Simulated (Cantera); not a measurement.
A closed system holds: 1 mol (CH₃)₂SiCl₂, 0.31 mol C₂H₂, a varied amount of H₂, at 1173.15 K and 1.00 bar.

Cantera equilibrium calculation (NASA polynomials, part measured and part estimated; ideal gas, pure solids and liquids). Candidate condensed phases: C, C₆H₆, C₇H₈, C₈H₁₈, Si, SiC; 109 gas species. The feed counts by its element totals alone. Rates play no part.

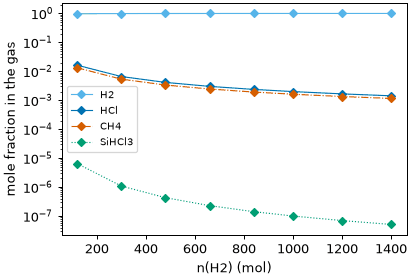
Figure. Equilibrium gas composition (values under 1e-9 drawn at 1e-9)

Task: Read off the mole fractions at 1400 mol H₂.

Result: H₂ about 1.00, HCl about 0.0014, CH₄ about 0.0012, SiHCl₃ about 5.1e-8.
